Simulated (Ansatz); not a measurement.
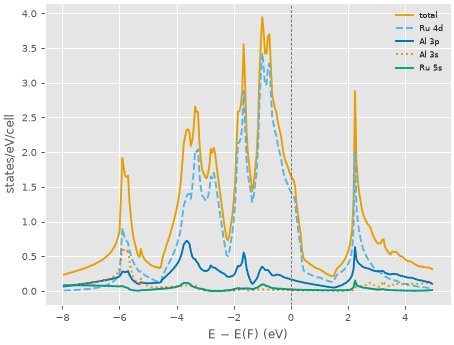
*Total and projected density of states of AlRu (CsCl type, space group No. 221), DFT-PBE in the program Ansatz with PAW potentials*

### Question
Which orbitals carry the states next to the Fermi level?

### Answer
Within 0.5 eV of the Fermi level: Ru 4d 84 %, Al 3p 11 %. Projections are on Löwdin-orthogonalised atomic valence shells; empty p or d shells of many metals are not among them.

### Question
Where is the tallest occupied peak in this window, and what makes it?

### Answer
Near -1.0 eV, about 3.9 states/eV per cell; the largest projected share is Ru 4d.

Space group Pm-3m (CsCl type). Symmetry was held in the PBE relaxation. The run is not spin-polarised. Scalar-relativistic: spin–orbit coupling is off unless named, which matters more the heavier the elements.

Potentials: the later of the program's two PAW sets.
